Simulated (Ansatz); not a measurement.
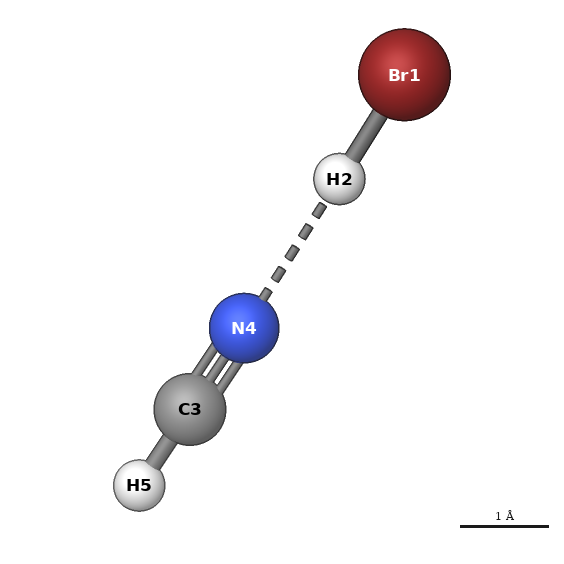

Two molecules or ions; the broken line marks their closest contact (measured against van der Waals radii). The computed structure is the end point of a PBE0-D4/def2-TZVP optimisation. Program: Ansatz 0.2.0.

Which two species are they?

HBr and CHN (`Br.C#N`).

How long is the contact?

H2···N4 is 2.07 Å.

Give the counterpoise-corrected interaction energy (kJ/mol, monomers kept as in the pair) with CCSD(T)/CBS (MP2 limit from def2-TZVPPD and def2-QZVPPD plus CCSD(T) − MP2); RHF/STO-3G; ωB97M-V/def2-SVP; revPBE-D4/def2-TZVPPD; B3LYP-D4/6-31G; B3LYP-D4/def2-TZVPPD.

```
                                                                      level  interaction energy (kJ/mol)
CCSD(T)/CBS (MP2 limit from def2-TZVPPD and def2-QZVPPD plus CCSD(T) − MP2)                        −16.7
                                                                 RHF/STO-3G                         −3.6
                                                           ωB97M-V/def2-SVP                        −16.6
                                                      revPBE-D4/def2-TZVPPD                        −16.2
                                                             B3LYP-D4/6-31G                        −22.0
                                                       B3LYP-D4/def2-TZVPPD                        −17.0
```
